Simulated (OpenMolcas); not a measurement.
Single-point calculation of SO (part 1 of 2)

The run: single-point calculation of SO (sulfur oxide), SMILES O=S. Method and program: CASPT2/ANO-RCC-VTZP, DKH2 (OpenMolcas 26.06).

The geometry is that of the parent species in another charge or spin state.

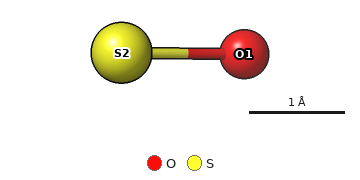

Fig. 1: The input geometry (ball-and-stick view, seen at a tilt; atoms are numbered from 1 in the order of the input). Bond lengths as drawn: O–S 1.48 Å.

**Results in brief**

| quantity | value |
| --- | --- |
| outcome | converged |
| total energy | −473.900568 hartree |
| CASSCF energy | −473.563937 hartree |
| basis functions | 64 |
| hardware | 1 thread of Arm Neoverse V1, 24 GiB of memory available, shared host |
| wall time | 5.1 s |
| peak memory | 0.41 GiB |

**The input**
```
>>> EXPORT MOLCAS_PRINT=2

&GATEWAY
  Coord
  2
  angstrom
  O        0.000000       0.000000       0.000000
  S        0.000000       0.000000       1.481087
  Basis=ANO-RCC-VTZP
  Group=NoSym

&SEWARD

&RASSCF
  FileOrb=$CurrDir/step2.RasOrb
  Spin=1
  Nactel=8 0 0
  Inactive=8
  Ras2=6
  OrbListing=Few
  OrbAppear=Compact

&CASPT2
  IPEA=0.15
  Sig2=0.3
```

Run as:
```bash
export MOLCAS_MEM=1860
pymolcas step14.inp > step14.log
```

**What the program printed**
```
--- Start Module: gateway ---

                                              &GATEWAY

                       available to each process: 1.9 GB of memory, 1 thread

++    Symmetry information:
      ---------------------

                    Character Table for C1

                             E
                    a        1  x, y, xy, Rz, z, xz, Ry, yz, Rx, I
--

++    Basis set information:
      ----------------------

      Basis set label: O.ANO-RCC...4S3P2D1F.

      Electronic valence basis set:
      ------------------
      Associated Effective Charge   8.000000 au
      Associated Actual Charge      8.000000 au
      Nuclear Model: Point charge

      Shell  nPrim  nBasis  Cartesian Spherical Contaminant
         s      14       4        X
         p       9       3        X
         d       4       2                 X
         f       3       1                 X

      Basis set label: S.ANO-RCC...5S4P2D1F.

      Electronic valence basis set:
      ------------------
      Associated Effective Charge  16.000000 au
      Associated Actual Charge     16.000000 au
      Nuclear Model: Point charge

      Shell  nPrim  nBasis  Cartesian Spherical Contaminant
         s      17       5        X
         p      12       4        X
         d       5       2                 X
         f       4       1                 X
--

++    Molecular structure info:
      -------------------------

                    ************************************************
                    **** Cartesian Coordinates / bohr, angstrom ****
                    ************************************************

     Center  Label                x              y              z                     x              y              z
        1      O1               0.000000       0.000000       0.000000              0.000000       0.000000       0.000000
        2      S2               0.000000       0.000000       2.798849              0.000000       0.000000       1.481087
--

            Nuclear Potential Energy             45.73308857 au

--- Stop Module: gateway /rc=_RC_ALL_IS_WELL_ ---

--- Start Module: seward ---

                                              &SEWARD

                       available to each process: 1.9 GB of memory, 1 thread

               SEWARD will generate:
                  Multipole Moment integrals up to order  2
                  Kinetic Energy integrals
                  Nuclear Attraction integrals (point charge)
                  One-Electron Hamiltonian integrals
                  Velocity integrals
                  Relativistic Douglas-Kroll-Hess integrals:
                    - Parametrization         : EXP
                    - DKH order of Hamiltonian: 2
                    - DKH order of Properties : 0
                         - multipole moment operators
                         - electric potential operators
                         - contact operators
                  Orbital angular momentum around (  0.0000   0.0000   1.8656 )
                  Velocity quadrupole around (  0.0000   0.0000   1.8656 )
                  Atomic mean-field integrals
                  Two-Electron Repulsion integrals

                   Integrals are discarded if absolute value <: 1.00E-14
                   Integral cutoff threshold is set to       <: 1.00E-16

            Nuclear Potential Energy             45.73308857 au

      Basis set specifications :
      Symmetry species         a
      Basis functions           64

--- Stop Module: seward /rc=_RC_ALL_IS_WELL_ ---
--- Module seward spent 2 seconds ---

--- Start Module: rasscf ---

                                              &RASSCF

                       available to each process: 1.9 GB of memory, 1 thread

      Header of the ONEINT file:
      --------------------------

      OrdInt status: non-squared

      Cartesian coordinates in angstrom:
      -----------------------------------------------------
      No.  Label        X            Y            Z
      -----------------------------------------------------
       1   O1         0.00000000   0.00000000   0.00000000
       2   S2         0.00000000   0.00000000   1.48108700
      -----------------------------------------------------
      Nuclear repulsion energy =   45.73308857

++    Wave function specifications:
      -----------------------------

      Number of closed shell electrons          16
      Number of electrons in active shells       8
      Max number of holes in RAS1 space          0
      Max nr of electrons in RAS3 space          0
      Number of inactive orbitals                8
      Number of active orbitals                  6
      Number of secondary orbitals              50
      Spin quantum number                      0.0
      State symmetry                             1
--

++    Orbital specifications:
      -----------------------

      Symmetry species                           1
                                                 a
      Frozen orbitals                            0
      Inactive orbitals                          8
      Active orbitals                            6
      RAS1 orbitals                              0
      RAS2 orbitals                              6
      RAS3 orbitals                              0
      Secondary orbitals                        50
      Deleted orbitals                           0
      Number of basis functions                 64
--

++    CI expansion specifications:
      ----------------------------

      Number of CSFs                           105
      Number of spin combinations              120
      Number of determinants                   225
      Number of root(s) required                 1
      Root chosen for geometry opt.              1
      CI root used                               1

      highest root included in the CI            1
      max. size of the explicit Hamiltonian    105
--

++    Optimization specifications:
      ----------------------------

      RASSCF algorithm: Conventional
      Maximum number of macro iterations       200
      Maximum number of SX iterations          100
      Threshold for RASSCF energy            1.000E-08
      Threshold for max MO rotation          1.000E-01
      Threshold for max BLB element          1.000E-04
      Level shift parameter                  5.000E-01
      Make Quasi-Newton update
--

      The MO-coefficients are taken from the file:
      step2.RasOrb
      Title: RASSCF average (pseudo-natural) orbitals

      Total molecular charge    0.00

      ************************************************************************************************************************
      *                                            Wave function control section                                             *
      ************************************************************************************************************************

                                         RASSCF iterations: Energy and convergence statistics
                                         ----------------------------------------------------

          iter iter root      energy       change     param      element    value   shift minimum  type update hh:mm:ss
 Nr of preliminary CI iterations:   1
        1   1    9    1  -473.56202084    0.00E+00   1.08E-02   12  39 1 -2.14E-02*  0.10   0.00    SX    NO    0:00:00
        2   1    8    1  -473.56373626   -1.72E-03* -8.20E-03   10  24 1 -4.31E-03*  0.09   0.00    SX    NO    0:00:00
        3   1    7    1  -473.56388080   -1.45E-04*  6.47E-03   11  27 1 -2.17E-03*  0.10   0.00    SX    NO    0:00:00
        4   1    7    1  -473.56391544   -3.46E-05*  4.88E-03    7  14 1 -1.01E-03*  0.09   0.00    SX    NO    0:00:00
        5   1    7    1  -473.56392720   -1.18E-05*  6.57E-03    7  14 1 -6.26E-04*  0.10   2.37    LS   YES    0:00:00
        6   1    6    1  -473.56393472   -7.52E-06*  3.99E-03   10  24 1  2.77E-04*  0.10   1.26    QN   YES    0:00:00
        7   1    6    1  -473.56393664   -1.93E-06* -2.26E-03    8  14 1 -2.82E-04*  0.10   1.47    QN   YES    0:00:00
        8   1    6    1  -473.56393715   -5.04E-07*  2.35E-04   11  26 1 -7.56E-05   0.10   1.18    QN   YES    0:00:00
        9   1    5    1  -473.56393719   -4.09E-08* -9.35E-05    7  34 1 -2.81E-05   0.10   1.21    QN   YES    0:00:00
       10   1    5    1  -473.56393719   -5.23E-09   4.72E-05    8  14 1  1.20E-05   0.10   1.16    QN   YES    0:00:00
      Convergence after 10 iterations
       11   1    5    1  -473.56393719   -7.89E-10   4.72E-05    8  14 1  7.03E-06   0.10   1.16    QN   YES    0:00:00

      ************************************************************************************************************************
                                                      Wave function printout:
                       occupation of active orbitals, and spin coupling of open shells (u,d: Spin up or down)
      ************************************************************************************************************************

      Note: transformation to natural orbitals
      has been made, which may change the order of the CSFs.

      printout of CI-coefficients larger than  0.05 for root  1
      energy=    -473.563937
      conf/sym  111111     Coeff  Weight
             1  222200   0.68452 0.46856
             3  222020  -0.68452 0.46856
            34  220202  -0.05594 0.00313
            36  220022   0.05594 0.00313
            39  2udu2d  -0.06117 0.00374
            44  u2d2ud   0.06117 0.00374
            49  202220   0.13924 0.01939
            61  022220  -0.13924 0.01939
            68  2uud2d   0.06469 0.00418
            70  u2u2dd  -0.06469 0.00418

      Natural orbitals and occupation numbers for root  1
      sym 1:   1.951351   1.951351   1.969338   1.048077   1.048077   0.031806

      ************************************************************************************************************************
      *                                                    Final results                                                     *
      ************************************************************************************************************************

++    Final optimization conditions:
      ------------------------------

      Average CI energy                            -473.56393719
      RASSCF energy for state  1                   -473.56393719
      Super-CI energy                                -0.00000000
      RASSCF energy change                           -0.00000000
      Max change in MO coefficients              -4.896E-05
      Max non-diagonal density matrix element     4.724E-05
      Maximum BLB matrix element                  7.029E-06
      (orbital pair   8,  14 in symmetry   1)
      Norm of electronic gradient            1.424E-05
--

      Final state energy(ies):
      ------------------------

::    RASSCF root number  1 Total energy:   -473.56393719

++    Molecular orbitals:
      -------------------

      Pseudonatural active orbitals and approximate occupation numbers

      MOLECULAR ORBITALS FOR SYMMETRY SPECIES 1: a
```
